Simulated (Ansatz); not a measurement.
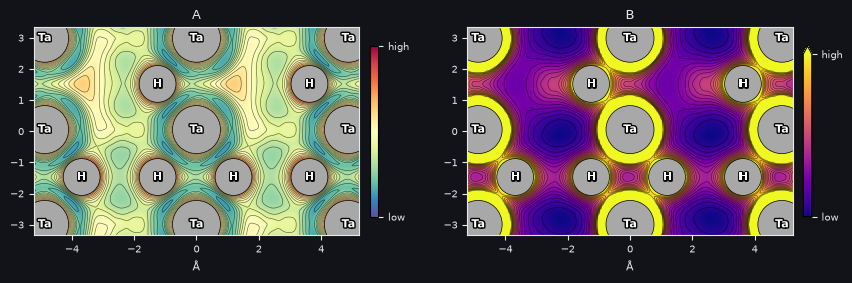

Ta4H3: 2 fields on the (11̄0) plane of the conventional cell, with unlabelled colour scales. Grey discs cover the atomic cores.

Space group P222; a generated structure, not necessarily the stable one; changed on purpose from its base cell (volume × 1.03, shape and atoms relaxed); computed pressure about −6 GPa in this cell; computed without spin polarisation.

Level of theory: DFT PBE, scalar-relativistic, plane waves, PAW (Ansatz 0.2.0).

```xyz
7
Lattice="3.5311 0.0000 0.0000 0.0000 4.8234 0.0000 0.0000 0.0000 4.8748" Properties=species:S:1:pos:R:3 pbc="T T T"
Ta    0.8711    1.1806    3.6860
Ta    2.6600    1.1806    1.1889
Ta    0.8711    3.6428    1.1889
Ta    2.6600    3.6428    3.6860
H     1.7656    2.4117    2.4374
H     1.7656    2.4117    0.0000
H     0.0000    0.0000    2.4374
```

Question: Match the panels to the quantities (electron localisation function and valence pseudo-density).

Answer: Panel A: electron localisation function. Panel B: valence pseudo-density. From the grid: Ta–H (1.93 Å): ρ at the midpoint is about 0.71 e/Å³; the ELF climbs to about 1 towards the hydrogen. Ta–Ta (2.93 Å): ρ at the midpoint is about 0.31 e/Å³; the ELF is about 0.35 at the midpoint.
